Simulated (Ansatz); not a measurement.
**FH4NOSi: density, localisation and related maps**

```xyz
8

F     2.2636    1.2273   -1.0094
N     0.7055    1.8799    1.0005
O     2.2409   -0.4039    1.1594
Si    1.3531    0.5452    0.1476
H     0.5119    2.7475    0.5137
H     0.0944    1.7540    1.7983
H     0.4285   -0.3893   -0.5305
H     2.8203    0.0722    1.7633
```

Geometry: PBE0-D3(BJ)/def2-SVP.

Theory: Ansatz, isolated molecule in a Gaussian basis; Kohn-Sham density functional theory, functional PBE0.

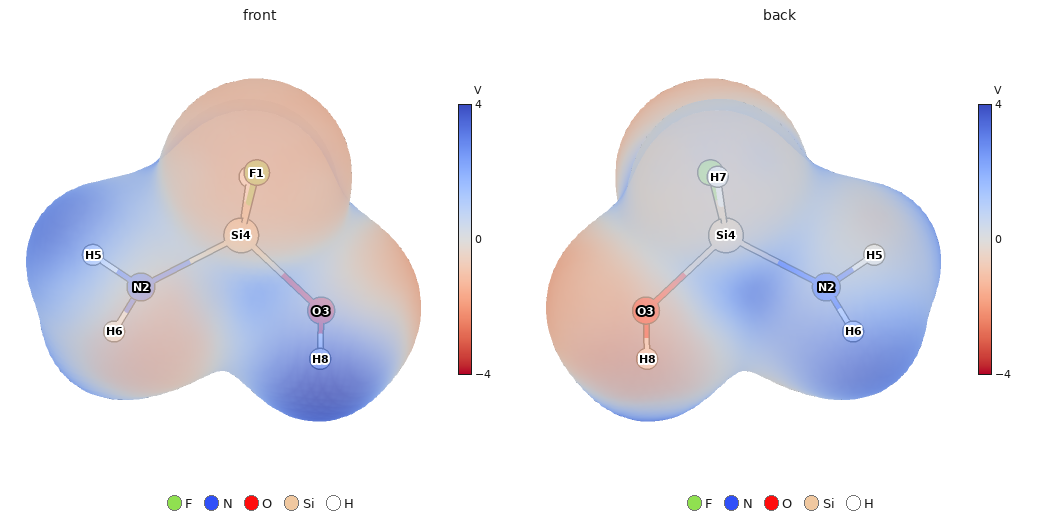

Figure 1. The electrostatic potential painted on the density surface at 0.004 e/bohr³, seen from the front and from behind; the colour scale runs from red (negative) to blue (positive).

Describe the electrostatic potential map.

The most negative region (about −1.3 V) lies over O3, the most positive (about +3.6 V) over H8. O3 is the likeliest acceptor of a hydrogen bond.

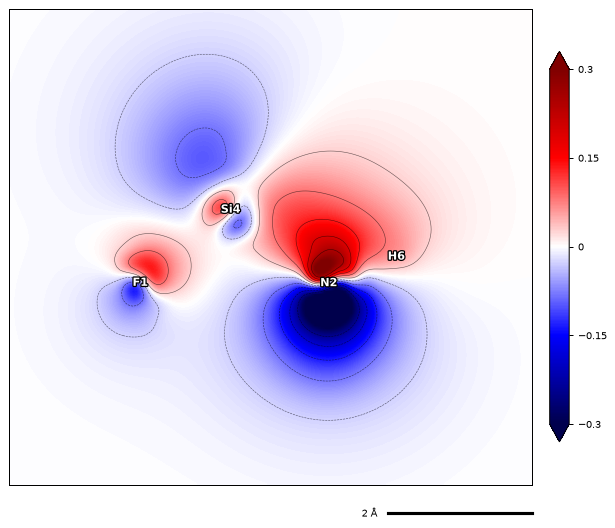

Figure 2. The HOMO on the plane of atoms F1, Si4 and N2 (values in Å⁻³ᐟ²; the overall sign is arbitrary).

What is the character of this orbital?

Its weight (Hirshfeld) is mainly on N2 (about 65 %); largely a lone pair of N2. Its energy is −8.06 eV.

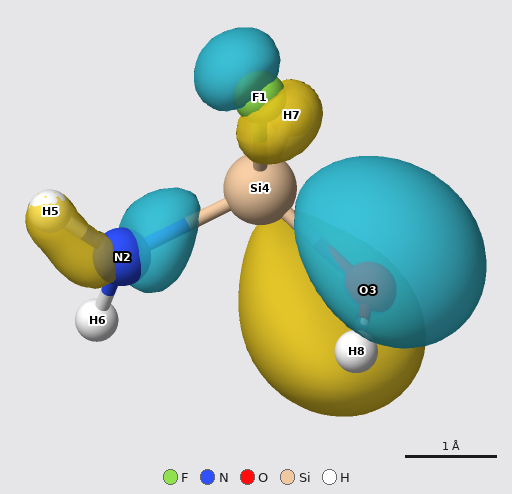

Figure 3. The HOMO−1 at ±0.1 Å⁻³ᐟ² (yellow and cyan are the two phases), seen across its widest extent.

Where does this orbital lie, and at what energy?

Its weight (Hirshfeld) is mainly on O3 (about 75 %); largely a lone pair of O3. Its energy is −9.81 eV.
